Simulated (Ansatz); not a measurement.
# [NO2]+ (SMILES O=[N+]=O): MP2/def2-TZVPPD

What is the energy change on altering one bond length of [NO2]+ at MP2/def2-TZVPPD? 

The calculation is run with Ansatz 0.2.0.

5 further runs of the same task are left out: 5 that didn't finish.

## Step 1: Starting point

The species is [NO2]+ (3 atoms), meant as a singlet with charge +1. As SMILES, `O=[N+]=O`. Geometry: relaxed at PBE0-D4/def2-TZVP.

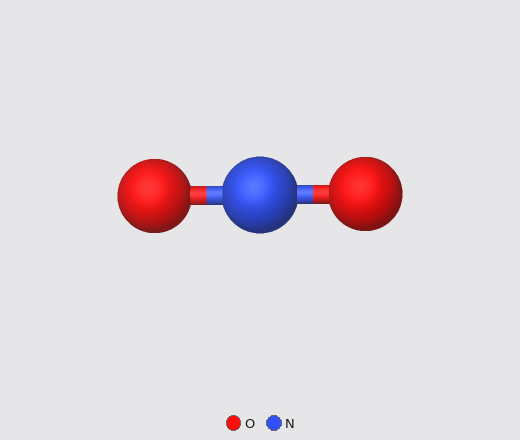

The structure, seen from a chosen angle (oxygen red, nitrogen blue).

## Step 2: A single-point energy at MP2/def2-TZVPPD

input.yaml

```yaml
crystal:
  periodic: [false, false, false]
  atoms:
    - {symbol: O, position_ang: [-0.572980, 0.927020, -0.209580]}
    - {symbol: "N", position_ang: [-0.000010, -0.000010, -0.000000]}
    - {symbol: O, position_ang: [0.572990, -0.927010, 0.209580]}
basis:
  gaussian: {orbitals: def2-TZVPPD.json}
correlation: {method: mp2, frozen_orbitals: {"N": 1, O: 1}}
accuracy: high
total_charge: 1
```

The basis set def2-TZVPPD is read from a file made from the Basis Set Exchange's data (not shown).

Launch:

```sh
$ ansatz run input.yaml --threads 1 --pin off --max-ram 3480MiB --events-out events.jsonl --progress --plain --runs-dir runs
```

The program printed:

```text
Warning: RAYON_NUM_THREADS=1 ignored (pool sized by the plan → 1); use --threads N
Functional definition: HF
  name "HF"
  exchange = exact_x
  correlation = 0
1640 factors; integrals over basis functions are off by at most 3.6e-9 eV
mean field evaluation 1: about -5542.7576 eV, gradient 4.0e1 eV
mean field evaluation 2: about -5542.7616 eV, gradient 4.0e1 eV
mean field evaluation 4: about -5545.0571 eV, gradient 2.5e0 eV
mean field evaluation 8: about -5545.0712 eV, gradient 1.6e-5 eV
mean field -5545.07121140 eV, -203.7776084346 hartree, gradient 5.1e-8 eV, S^2 0.000000; 0 other end points of the search recorded, 0 dependent functions left out
3 core orbitals not correlated: weight in the atoms' cores, before any rotation towards them, 1.000 or more for the frozen orbitals, at most 0.000 for the correlated occupied ones
reference -5545.07121140 eV, -203.7776084346 hartree; 8, 8 occupied and 106, 106 virtual orbitals, 1640 factors
second order -18.60621917 eV of doubles, -0.00000000 eV of singles
Total energy: -5563.67743056 eV, -204.4613743773 hartree
```

It took 2.2 s on 1 thread of Arm Neoverse V2, shared host; peak memory 0.24 GiB.

## Step 3: The distorted shape, same level

in.yaml

```yaml
crystal:
  periodic: [false, false, false]
  atoms:
    - symbol: O
      position_ang: [-0.859484, 1.390565, -0.314377]
    - symbol: N
      position_ang: [-0.000010, -0.000010, -0.000000]
    - symbol: O
      position_ang: [0.572990, -0.927010, 0.209580]
basis:
  gaussian: {orbitals: def2-TZVPPD.json}
total_charge: 1
magnetization: {spin_polarized: false}
correlation: {method: mp2, frozen_orbitals: {"N": 1, O: 1}}
accuracy: high
```

The basis set def2-TZVPPD is read from a file made from the Basis Set Exchange's data (not shown).

Launch:

```sh
$ ansatz run in.yaml --threads 1 --pin off --max-ram 3480MiB --events-out events.jsonl --progress --plain --runs-dir runs
```

The program printed, shortened:

```text
Warning: RAYON_NUM_THREADS=1 ignored (pool sized by the plan → 1); use --threads N
[... 2 set-up lines as earlier in the session ...]
[...]
1657 factors; integrals over basis functions are off by at most 3.3e-9 eV
[...]
mean field -5541.06354144 eV, -203.6303292801 hartree, gradient 1.4e-8 eV, S^2 0.000000; 3 other end points of the search recorded, 0 dependent functions left out; unrestricted orbitals would lower it
3 core orbitals not correlated: weight in the atoms' cores, before any rotation towards them, 1.000 or more for the frozen orbitals, at most 0.000 for the correlated occupied ones
reference -5541.06354144 eV, -203.6303292801 hartree; 8, 8 occupied and 106, 106 virtual orbitals, 1657 factors
second order -17.12445102 eV of doubles, -0.00000000 eV of singles
Total energy: -5558.18799246 eV, -204.2596412478 hartree
```

It took 3.3 s on 1 thread of Arm Neoverse V2, shared host; peak memory 0.25 GiB.

## Step 4: Results

Level: MP2/def2-TZVPPD, 3 core orbitals frozen.

```
                                                         quantity          value
                                        first shape: total energy  -204.46137 Eh
         first shape: correlation energy (3 core orbitals frozen)     -683.8 mEh
                                    distorted shape: total energy  -204.25964 Eh
     distorted shape: correlation energy (3 core orbitals frozen)     -629.3 mEh
energy change with the O1–N2 bond stretched from 1.110 to 1.665 Å       5.489 eV
```

With the O1–N2 bond stretched from 1.110 to 1.665 Å the energy rises by 5.49 eV (127 kcal/mol). The first shape isn't relaxed at this level, so the change isn't measured from a minimum. The restricted solution (distorted shape) is unstable to spin breaking: an unrestricted one lies lower.
